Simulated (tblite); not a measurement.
## Run report: C6H3F3S, molecular dynamics (part 2 of 2)

C6H3F3S, SMILES FC(F)=C(F)c1cccs1; GFN2-xTB Langevin dynamics, gas phase (tblite 0.8.0). 

Geometry of the input (Å):
```
F  3.8141  0.1947  0.4115
C  2.5640  0.4315  0.0433
F  2.4989  1.4765  -0.7736
C  1.4986  -0.2773  0.4340
F  1.7217  -1.3145  1.2688
C  0.1242  -0.0655  0.0682
C  -0.9468  -0.8146  0.4882
C  -2.1654  -0.3595  -0.0435
C  -2.0102  0.7213  -0.8549
S  -0.3730  1.2139  -0.9932
H  -0.8493  -1.6550  1.1511
H  -3.1151  -0.8157  0.1683
H  -2.7662  1.2648  -1.3860
```

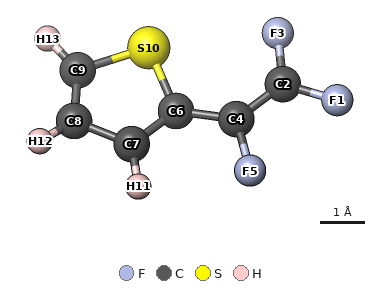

Fig. 1: The geometry at step 31 of the log (ball-and-stick view, seen at a tilt; atoms are numbered from 1 in the order of the input).

## Trajectory as extended XYZ, continued
```
13
Properties=species:S:1:pos:R:3:forces:R:3 step=21 time_fs=525.0 energy=-863.79267 temperature=477.1
F     3.1981   -0.2710    1.6306    0.0812  -0.5800   0.4422
C     2.0999   -0.0210    0.9463   -1.5022  -0.5470   0.0137
F     2.3893    1.0252    0.1710   -0.8697  -0.0135   0.0017
C     0.8901   -0.6721    1.1104    2.3989  -0.5816  -0.4397
F     0.9095   -1.8752    1.7417    1.0208  -0.1092   0.8450
C    -0.3753   -0.5993    0.5166   -2.8259   0.5653  -0.7150
C    -1.4368   -1.5554    0.4630    0.8573   2.4320  -0.6620
C    -2.6401   -0.9345    0.0445    0.4256   0.2229  -0.4031
C    -2.5505    0.4076   -0.2097    0.9898  -0.4802   0.8801
S    -0.9587    0.9888    0.1064   -0.3807   0.2511  -0.2168
H    -1.2530   -2.5839    0.5888   -0.0657  -0.6945   0.2747
H    -3.5945   -1.3323   -0.2293   -0.0235  -0.8958   0.3923
H    -3.3830    1.0502   -0.3356   -0.1061   0.4304  -0.4131
13
Properties=species:S:1:pos:R:3:forces:R:3 step=22 time_fs=550.0 energy=-864.00001 temperature=468.3
F     3.1999   -0.4336    1.5607   -0.3080   0.4186  -0.4255
C     2.0531   -0.0592    0.9893    0.8713   0.0604  -0.3881
F     2.1707    0.9591    0.1197    0.2547  -0.2394   0.7127
C     0.9254   -0.7442    1.0601   -1.0332  -1.6427   1.2262
F     0.8738   -1.9567    1.7878    0.6577   1.5458  -0.6536
C    -0.3888   -0.4010    0.6142   -0.5560  -1.6053  -0.3829
C    -1.3545   -1.3945    0.4879   -0.3289  -0.0195   0.7068
C    -2.6132   -0.9445    0.0644    0.6611   1.4537  -0.3492
C    -2.5741    0.3996   -0.1871   -0.0198   1.5841  -1.4107
S    -0.9801    1.0921    0.0907   -1.0531   0.5757  -0.3706
H    -1.2086   -2.3942    0.8450    0.1783  -0.1829  -0.1369
H    -3.5046   -1.4860   -0.1126   -0.2742  -0.6015   0.0749
H    -3.2744    1.0910   -0.7823    0.9499  -1.3470   1.3969
13
Properties=species:S:1:pos:R:3:forces:R:3 step=24 time_fs=600.0 energy=-864.00807 temperature=409.9
F     3.1138   -0.6797    1.3019   -0.9286   0.8928  -0.5368
C     1.9121   -0.1813    0.8670   -0.2856  -2.6677   1.6310
F     2.0020    0.9179    0.1899    0.1794   0.6380  -0.3163
C     0.7743   -0.8811    1.1808    1.4169   0.3359  -0.5073
F     0.9397   -2.0620    1.8629   -0.2875   0.9772  -0.5363
C    -0.5229   -0.5492    0.6617   -0.3350  -0.4875   0.3598
C    -1.5911   -1.3717    0.4758   -0.6889  -1.2839  -0.2428
C    -2.7485   -0.8370   -0.1151    1.0624   1.5090  -0.7546
C    -2.5523    0.4955   -0.3897    0.4470   0.5558   0.4392
S    -0.9581    1.0109    0.1357   -0.7308   1.0377  -0.4155
H    -1.6351   -2.4216    0.6295    0.5496  -0.6139   0.4828
H    -3.4807   -1.4600   -0.5729   -0.5924   0.0055   0.3472
H    -3.1692    1.3276   -0.7462    0.1934  -0.8988   0.0496
13
Properties=species:S:1:pos:R:3:forces:R:3 step=25 time_fs=625.0 energy=-863.86803 temperature=323.4
F     3.0876   -0.6802    1.2251   -1.8845   0.6236   0.0903
C     1.8230   -0.1628    0.9666    0.3940  -1.4006  -0.5034
F     1.9983    0.9286    0.2131   -0.4222  -0.3915   0.3787
C     0.6704   -0.9128    1.0813    1.5420   0.4436   0.3265
F     0.7624   -2.0049    1.8366    0.5156  -0.8878   0.3744
C    -0.6774   -0.6644    0.6687    0.5620  -0.8433  -0.0823
C    -1.7740   -1.5016    0.4499    0.6236   1.4052   0.4448
C    -2.7903   -0.7107   -0.0942   -1.3012  -0.7286   0.4281
C    -2.4688    0.5827   -0.2921   -0.5718   0.7202  -0.6006
S    -0.8852    0.9411    0.1945   -0.5248   1.2235  -0.7252
H    -1.9494   -2.5120    0.7390    0.4880  -0.2457   0.0521
H    -3.8248   -1.0415   -0.1531    0.3948  -0.1231  -0.4341
H    -3.1176    1.2864   -0.7838    0.1846   0.2046   0.2508
13
Properties=species:S:1:pos:R:3:forces:R:3 step=26 time_fs=650.0 energy=-864.14224 temperature=357.5
F     2.9273   -0.7080    1.2623    1.2016  -0.1436   0.0354
C     1.7727   -0.3191    0.7744   -0.2533   0.0632   0.9743
F     1.8727    0.9167    0.2840   -0.2597  -0.4802  -0.1210
C     0.6715   -0.9896    1.1636   -1.1810   2.2625  -2.0282
F     0.7827   -2.1241    1.7818    0.1799  -1.5150   0.7532
C    -0.6433   -0.5930    0.6547   -0.9387  -1.0975   0.3997
C    -1.8042   -1.3552    0.5256    0.2610   0.4554  -0.1810
C    -2.8935   -0.6000   -0.0357    1.6325  -2.0281   1.0153
C    -2.5724    0.6554   -0.2732    0.9438   1.8425  -0.1886
S    -0.9384    1.0302    0.1714   -0.2690   0.4477  -0.3122
H    -1.8880   -2.4143    0.7617    0.1736   0.4728  -0.0330
H    -3.8011   -1.0497   -0.2601   -1.3175  -0.5498  -0.2411
H    -3.1659    1.4243   -0.7073   -0.1731   0.2702  -0.0728
13
Properties=species:S:1:pos:R:3:forces:R:3 step=27 time_fs=675.0 energy=-864.13042 temperature=310.0
F     2.9344   -0.7732    1.2602    0.2000   0.1677  -0.1296
C     1.7456   -0.3211    0.8837    0.0887  -0.8022   0.5248
F     1.8107    0.8385    0.3037    0.2805   1.0272  -0.3754
C     0.6225   -1.0027    1.1119   -0.4094   0.4993  -0.4630
F     0.8670   -2.2375    1.6399   -1.0294   0.4565  -0.1331
C    -0.7096   -0.4948    0.6879    1.2148  -1.1650   0.3439
C    -1.8038   -1.3028    0.5480   -1.1713   1.8737  -0.3430
C    -2.9210   -0.5158    0.0322    0.6158  -1.7416  -0.5113
C    -2.5687    0.7509   -0.2903   -0.6665   0.4776   0.1441
S    -0.9598    1.1442    0.1134    0.4061  -0.6112   0.4196
H    -1.8276   -2.3186    0.8808   -0.1379  -0.1066  -0.1170
H    -3.8283   -1.0099   -0.3399    0.3574   0.4776   0.6232
H    -3.2029    1.5668   -0.6381    0.2513  -0.5530   0.0169
13
Properties=species:S:1:pos:R:3:forces:R:3 step=28 time_fs=700.0 energy=-864.00930 temperature=280.7
F     3.0448   -0.7532    1.2376   -0.6652   0.2391  -0.0584
C     1.8258   -0.2911    0.9219    0.0627  -0.8700  -0.1676
F     1.9035    0.8338    0.2418    0.1992   0.5452   0.1398
C     0.6692   -0.9505    1.0564   -1.6183  -0.5267  -0.4302
F     0.6822   -2.2481    1.5129    0.0366   1.0908  -0.0407
C    -0.7060   -0.4698    0.6215    3.0799  -0.5166   1.0606
C    -1.8432   -1.1824    0.6236   -1.7242  -0.9137  -0.6037
C    -2.9552   -0.4447    0.0422    2.0671   0.2676   1.4056
C    -2.5322    0.8319   -0.2545   -0.9048  -1.0108  -0.3321
S    -0.9160    1.1340    0.0999    0.8035   0.7962  -0.4214
H    -1.8298   -2.2471    0.9016   -0.3462   0.7767  -0.1207
H    -3.9652   -0.7276    0.1862   -0.4420  -0.3423  -0.5532
H    -3.0216    1.5413   -0.8723   -0.5483   0.4644   0.1221
13
Properties=species:S:1:pos:R:3:forces:R:3 step=29 time_fs=725.0 energy=-864.03375 temperature=360.0
F     3.0274   -0.7722    1.2083    0.0532  -0.5965   0.1735
C     1.8243   -0.3574    0.8461    1.1437   0.3751  -0.0644
F     1.9951    0.8412    0.3120   -0.4808   0.3719  -0.0667
C     0.6725   -0.9874    0.9518   -1.9809   0.2925  -0.3360
F     0.5529   -2.2450    1.3769    0.5945  -0.5033   0.4161
C    -0.6572   -0.4531    0.6046    2.3983   0.9796  -0.1466
C    -1.7967   -1.1171    0.5996   -3.3245  -1.2775  -0.4646
C    -2.9168   -0.3232    0.1212    0.4369  -1.5608   0.3902
C    -2.6161    0.9509   -0.1883    0.2353   0.4605   0.6722
S    -0.8755    1.1683    0.0527   -0.6951   1.1053  -0.2285
H    -1.9836   -2.1522    0.9154    0.4044   0.6178  -0.2153
H    -3.8569   -0.8307   -0.0497   -0.0445   0.4030   0.2528
H    -3.3749    1.7573   -0.2852    1.2595  -0.6677  -0.3827
13
Properties=species:S:1:pos:R:3:forces:R:3 step=31 time_fs=775.0 energy=-863.99230 temperature=425.4
F     2.9376   -1.0894    1.1243    0.3140   0.1877   0.2718
C     1.8337   -0.4223    0.8614   -1.2172  -0.7263  -0.3618
F     2.0295    0.8428    0.5588    0.3340   0.3846  -0.0565
C     0.6164   -1.0042    0.7946    0.7960  -0.6982  -0.1334
F     0.6007   -2.3345    1.1870   -0.2149   1.0620  -0.4256
C    -0.6293   -0.4446    0.3217   -0.1652  -1.1365   1.6919
C    -1.8363   -1.0624    0.5587   -0.9617  -0.3617  -0.6164
C    -2.9680   -0.2056    0.2470    0.3768  -2.9448   1.8981
C    -2.5747    1.0146   -0.0726    0.5426   1.9886  -0.3851
S    -0.8685    1.2028   -0.0033    0.5632   0.9445  -0.8047
H    -1.9503   -2.1297    0.8459    0.1733   1.0957  -0.2672
H    -3.9056   -0.6036    0.6341   -0.0674   0.5509  -0.9341
H    -3.0499    1.9399   -0.3522   -0.4733  -0.3465   0.1230
13
Properties=species:S:1:pos:R:3:forces:R:3 step=32 time_fs=800.0 energy=-863.58826 temperature=295.1
F     2.8505   -1.1698    1.1019    1.1241  -0.3286   0.4828
C     1.7749   -0.4488    0.9499    0.0228  -0.3395  -0.8175
F     2.0720    0.7847    0.6467    0.1289   0.8945   0.0063
C     0.6235   -1.0504    0.6892   -2.5633  -1.3511   1.1941
F     0.5932   -2.4030    1.0822    0.0168   1.3408  -0.6669
C    -0.7230   -0.4611    0.5456    0.6181  -0.7912  -1.1031
C    -1.9522   -1.1158    0.5561    0.3521   1.7658   0.5515
C    -3.0180   -0.1073    0.3660    2.7618  -2.2189   0.0552
C    -2.5477    1.1180    0.1583    1.1569   1.6756  -0.9851
S    -0.7812    1.1972   -0.0897   -1.5181  -0.8646   1.5726
H    -2.0681   -2.1650    0.8909   -0.0258   1.0686  -0.4556
H    -3.9358   -0.4475    0.0627   -2.2008  -0.3719   0.2971
H    -3.0900    2.0514    0.0318    0.1265  -0.4793  -0.1313
13
Properties=species:S:1:pos:R:3:forces:R:3 step=33 time_fs=825.0 energy=-863.91169 temperature=441.9
F     2.8492   -1.2091    1.1418   -0.3906  -0.0223   0.0037
C     1.7265   -0.5363    0.8442    2.5331   0.9492   0.5093
F     2.0758    0.7664    0.7929   -0.7868  -0.6841  -0.1061
C     0.5372   -1.1007    0.8214   -0.2626  -0.7635  -1.3325
F     0.5251   -2.4471    0.9117   -0.0413  -0.1456   0.3128
C    -0.6670   -0.5176    0.3461   -1.3107   0.1041   0.8658
C    -1.9259   -1.0482    0.5909   -0.2084   1.3940  -0.1489
C    -2.9497   -0.0318    0.4859    0.1173  -1.6994   1.1578
C    -2.4240    1.1592    0.1263    0.2992  -1.3979   0.3067
S    -0.7520    1.1485   -0.0477    0.9670   0.6384  -0.4289
H    -1.9755   -2.0881    0.8224   -0.5697  -0.1760   0.2145
H    -3.9548   -0.1055    0.9503    0.7639  -0.2903  -1.0015
H    -2.9620    2.0076   -0.0258   -1.1104   2.0933  -0.3526
13
Properties=species:S:1:pos:R:3:forces:R:3 step=34 time_fs=850.0 energy=-863.88636 temperature=469.1
F     2.9604   -1.2674    1.1670   -1.0030   0.3588  -0.3627
C     1.7996   -0.6631    0.8655    0.1088   1.4212   0.3630
F     1.9676    0.7427    1.0007   -0.3070  -2.5548  -0.6423
C     0.5963   -1.2232    0.5497    0.9766   2.3020   1.2019
F     0.3571   -2.4760    0.8311    0.3803  -1.9126  -0.2056
C    -0.6322   -0.4834    0.4323   -0.2966   0.8065  -0.1362
C    -1.8719   -0.9523    0.7677   -0.5648  -0.8345   0.6035
C    -2.8821    0.0297    0.6389   -2.1417  -2.2255   0.5566
C    -2.4535    1.1783    0.1407   -0.1112   2.3238  -0.3482
S    -0.7431    1.1949   -0.0185    0.2936   0.2697  -0.4982
H    -2.0379   -1.9633    1.1799    0.0687   0.7787  -0.4581
H    -3.9817   -0.1538    0.8315    1.5323   0.0510  -0.1524
H    -3.1092    2.0612   -0.0389    1.0641  -0.7841   0.0785
13
Properties=species:S:1:pos:R:3:forces:R:3 step=35 time_fs=875.0 energy=-864.16152 temperature=551.7
F     2.9143   -1.3047    1.1023    1.2476  -1.1518   0.0942
C     1.7690   -0.7533    0.9526   -0.5107   1.9751   0.0186
F     1.9065    0.5762    1.0613    0.3275   0.3922  -0.0227
C     0.5476   -1.1887    0.7223   -0.0094  -1.0826   0.1712
F     0.3606   -2.5267    0.7253   -0.1482  -0.2652  -0.1420
C    -0.6340   -0.3977    0.6334    0.4501   0.7231  -0.6037
C    -1.8543   -0.8670    0.9458   -0.9471  -1.3284   0.3653
C    -2.8972    0.0332    0.7130    1.7367   0.7928  -0.2297
C    -2.4201    1.2414    0.2849   -0.7625   0.0198  -0.4310
S    -0.7192    1.2178   -0.0206   -0.3770   0.1107   0.5116
H    -1.9822   -1.8765    1.3318   -0.0903   0.3355  -0.1141
H    -3.8881   -0.2291    0.8072   -1.7233  -0.1877   0.3983
H    -3.0845    2.0839    0.0632    0.8065  -0.3334  -0.0161
13
Properties=species:S:1:pos:R:3:forces:R:3 step=36 time_fs=900.0 energy=-863.82375 temperature=438.7
F     2.8871   -1.3690    0.9681    0.4905  -0.3412   0.0072
C     1.7409   -0.7508    0.9601    0.1817   0.8673   0.2610
F     1.9216    0.5743    1.0889    0.0647  -0.4359   0.1416
C     0.5240   -1.2705    1.0058   -1.6129  -1.1714  -2.3131
F     0.3600   -2.6324    0.6056    0.3559   1.7021   1.1446
C    -0.7014   -0.4820    0.7839    1.6582   0.9189  -0.3322
C    -1.9493   -0.8327    1.1285   -0.4105   0.5794  -0.0742
C    -2.9302    0.1328    0.9001    0.5308   1.3999  -0.0824
C    -2.3538    1.2575    0.3165   -1.5133  -1.6992   0.9251
S    -0.7241    1.1652    0.0351    1.5484  -1.5854   0.4685
H    -2.1645   -1.7581    1.5289   -0.3539  -1.6180   0.8232
H    -3.9011    0.0726    1.3703    0.0079   0.0693  -0.6341
H    -2.8265    2.1138   -0.0174   -0.9475   1.3141  -0.3352
13
Properties=species:S:1:pos:R:3:forces:R:3 step=38 time_fs=950.0 energy=-863.99397 temperature=570.7
F     2.8012   -1.5481    0.7356   -0.5785   0.5681   0.0658
C     1.6759   -0.8076    0.8001   -0.6873  -1.1743   0.5365
F     1.9521    0.4530    1.1457   -0.1966  -0.5797  -0.3119
C     0.4332   -1.4022    0.8296    1.6825   1.3841  -0.8658
F     0.3947   -2.7181    0.5926   -0.1055  -0.2707   0.1643
C    -0.7890   -0.6464    0.6964   -0.4903   0.6697   0.9585
C    -1.9935   -0.8401    1.3259   -1.1528  -0.8934   0.5365
C    -2.9529    0.2053    1.0862    1.5318  -1.0589   0.8891
C    -2.3705    1.2546    0.5072    0.4960   1.2303  -1.8265
S    -0.7467    0.9627   -0.0292   -0.4023  -0.4677   0.3253
H    -2.2891   -1.7123    1.9889    0.6906   1.0319  -1.1732
H    -3.9069    0.2607    1.5195   -0.8950  -0.2415   0.2653
H    -2.8331    2.1453    0.0913    0.1073  -0.1978   0.4362
13
Properties=species:S:1:pos:R:3:forces:R:3 step=39 time_fs=975.0 energy=-863.66871 temperature=329.3
F     2.7580   -1.6001    0.6901    0.6284  -0.2392   0.3106
C     1.6605   -0.9098    0.9297   -0.3180  -0.5244  -0.8459
F     1.9317    0.3488    1.1448    0.1415   0.8002   0.1983
C     0.4442   -1.4314    0.6894    1.2110   2.0447   0.5232
F     0.4488   -2.7333    0.5640   -0.8459  -1.6343  -0.3194
C    -0.7040   -0.5825    0.7371   -2.9483  -0.1059  -0.2344
C    -1.9777   -0.8948    1.2142   -0.1314   3.4081  -0.9138
C    -2.9212    0.2341    1.1251    1.2256  -2.0366   0.3331
C    -2.3757    1.2495    0.4590    0.3027   0.2245   0.0082
S    -0.8348    0.9645   -0.0964    2.3754  -0.1427  -0.2654
H    -2.2170   -1.7960    1.6169   -0.5441  -2.0701   1.1480
H    -3.8973    0.4462    1.4882   -0.4386  -0.9761   0.5360
H    -2.7408    2.2207    0.4232   -0.6584   1.2519  -0.4785
13
Properties=species:S:1:pos:R:3:forces:R:3 step=40 time_fs=1000.0 energy=-863.66444 temperature=532.7
F     2.8074   -1.6830    0.7961   -0.8807   0.5710   0.2084
C     1.6755   -0.9481    0.8622    2.2468   1.0136   0.5314
F     1.9544    0.3256    1.2576   -0.1188  -1.0658  -0.6415
C     0.4613   -1.3720    0.6161   -1.6589  -0.5315  -0.0177
F     0.2344   -2.6941    0.5393    0.2629  -0.5042  -0.3231
C    -0.7788   -0.6092    0.5739    0.3300  -0.0046   1.3099
C    -1.9088   -0.9418    1.3136   -0.0417   1.7412  -1.2454
C    -2.8295    0.1661    1.1425   -2.5490  -2.3460   2.2027
C    -2.4256    1.2262    0.4872    1.1235   1.9185  -2.1185
S    -0.7092    0.9969   -0.1166   -2.4153  -0.1882   0.7936
H    -2.0909   -1.8565    1.8782    0.1773   0.5477  -0.4654
H    -3.9166    0.1918    1.5610    2.0079  -0.3912  -0.5819
H    -3.1338    2.0460    0.1824    1.5161  -0.7605   0.3475
```

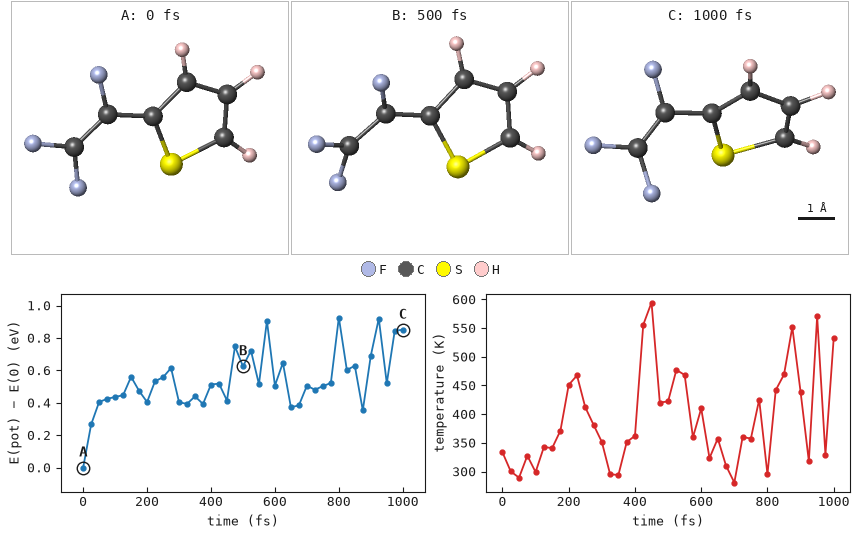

Fig. 2: Frames of the molecular dynamics (ball-and-stick, seen at a tilt) above the curves, on which the letters mark them. The trajectory kept here has 41 frames over 1000 fs. The temperature starts at 333 K, ranges from 281 to 595 K and averages 405 K over the second half. The potential energy ends 0.850 eV above its first value. After an unweighted best fit of the last frame on the first, the root-mean-square displacement is 0.46 Å, and F3 has moved furthest (0.95 Å).

## Results in brief

- outcome: finished
- mean temperature over the second half: 405 K
- trajectory: 41 frames kept, 1000 fs
- hardware: 1 CPU thread, shared host
- wall time: 22 s
- peak memory: 0.18 GiB
